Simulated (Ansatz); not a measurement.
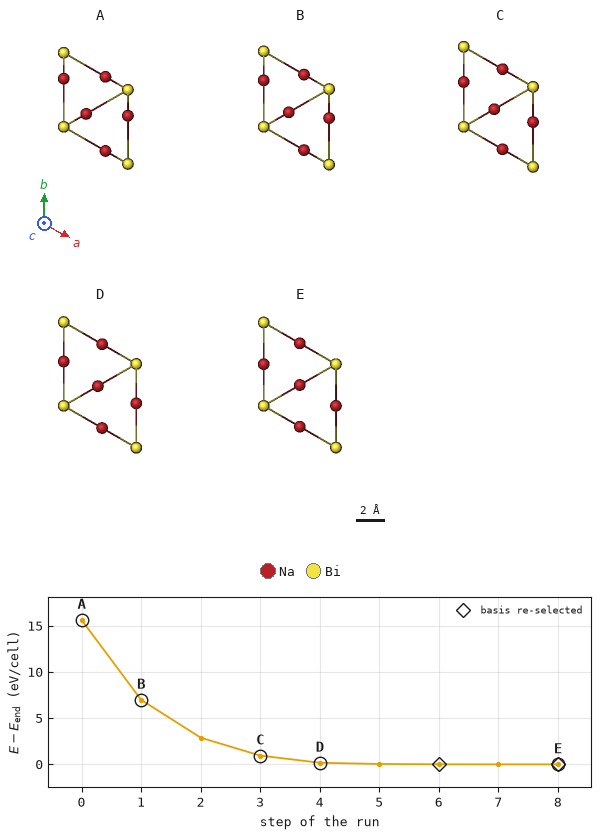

Frames of a relaxation of a crystal of Na4Bi (a generated structure, set up in I-43m) (coarse preliminary run), marked on the history of the run. Style: ball-and-stick. Shown: the cell of the calculation, along the c axis.

These are results of Ansatz 0.2.0, DFT PBE, scalar-relativistic, plane waves, PAW, not measurements. (plane-wave cutoff 420 eV; k-point mesh 4 × 4 × 4; occupations gaussian; smearing width 0.1 eV; no spin polarisation; cell and atoms relaxed; force threshold 0.04 eV/Å; at most 70 steps)

Describe the path.

The energy falls by 15.654 eV per cell of the calculation in 6 accepted moves (8 points after the start). The largest force component goes from 7.5 to 0.00014 eV/Å. The pressure goes from 39.10 to 0.09 GPa. At 2 points the geometry stayed and the basis and grid were re-selected for the new cell (energy shift of 33.2 meV per cell of the calculation at most each time). The largest moves relative to the cell, 0.96 Å, are those of Na atoms. Bi stays in place. The volume changes by +42.4 %, with a = b = c 5.693 → 6.404 Å (+12.5 %). Among the contacts that change: Na–Na 3.250 → 5.229 Å, Bi–Na 1.990 → 3.202 Å, Bi–Na 3.703 → 3.202 Å. The space group (tolerance 0.01 Å) goes from I-43m (No. 217) to Im-3m (No. 229). From step 0 to 1: Na atoms move most (0.20 Å), volume +5.8 %, energy −8.658 eV per cell of the calculation. From step 1 to 3: Na atoms move most (0.35 Å), volume +19.3 %, energy −6.045 eV per cell of the calculation. From step 3 to 4: Na atoms move most (0.20 Å), volume +14.5 %, energy −0.776 eV per cell of the calculation. From step 4 to 8: Na atoms move most (0.19 Å), volume −1.5 %, energy −0.174 eV per cell of the calculation.
